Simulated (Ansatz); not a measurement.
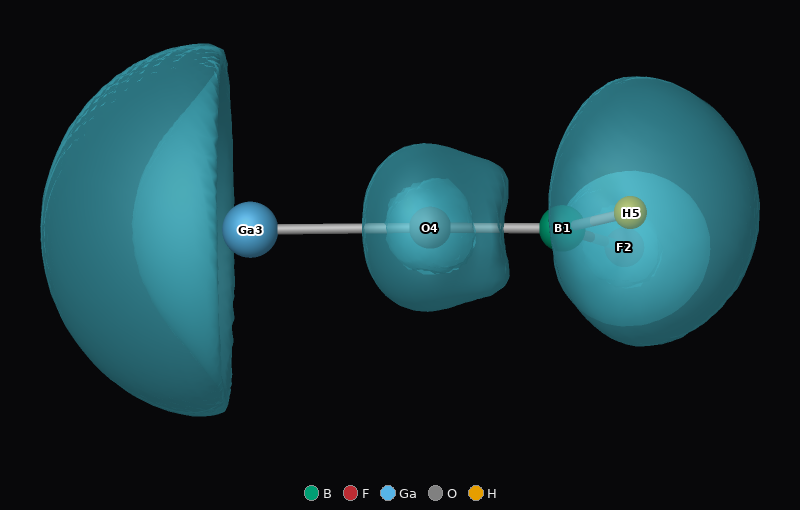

BFGaHO (SMILES FB[O][Ga]). Isosurface of the ELF at 0.75 (cyan), seen from one side. Core shells and regions of very low density are left out.

Geometry: r2SCAN-D4/def2-SVP.

Computed with Ansatz 0.2.0, isolated molecule in a Gaussian basis; Kohn-Sham density functional theory, functional PBE0.

Input file:

```
crystal:
  periodic: [false, false, false]
  atoms:
    - {symbol: B, position_ang: [-0.528991, -1.554780, 0.260007]}
    - {symbol: F, position_ang: [-0.267244, -2.763107, -0.252191]}
    - {symbol: Ga, position_ang: [1.245206, 0.837185, -0.788315]}
    - {symbol: O, position_ang: [0.181773, -0.493688, -0.136389]}
    - {symbol: H, position_ang: [-1.418772, -1.480050, 1.077569]}
basis:
  gaussian:
    orbitals: def2-TZVPD
hamiltonian:
  xc: pbe0
output:
  forces: true
  orbitals: {seedname: orbitals}
```

Launched as:

```sh
ansatz run input.yaml --threads 1 --pin off --max-ram 2610MiB --events-out events.jsonl --progress --plain --runs-dir runs
```

Describe the localisation domains.

Answer. The surface consists of one region around a hydrogen nucleus, one region on F in which the atom's valence shell and bonds are merged, one region on O in which the atom's valence shell and bonds are merged and one lobe on Ga, pointing away from the bonds (lone pairs). Along the contacts the grid gives the following. B–O (1.34 Å): the ELF peaks at about 0.90 between the atoms (a short, strongly polar bond). B–F (1.34 Å): the ELF peaks at about 0.85 between the atoms; a shared but strongly polarised pair.
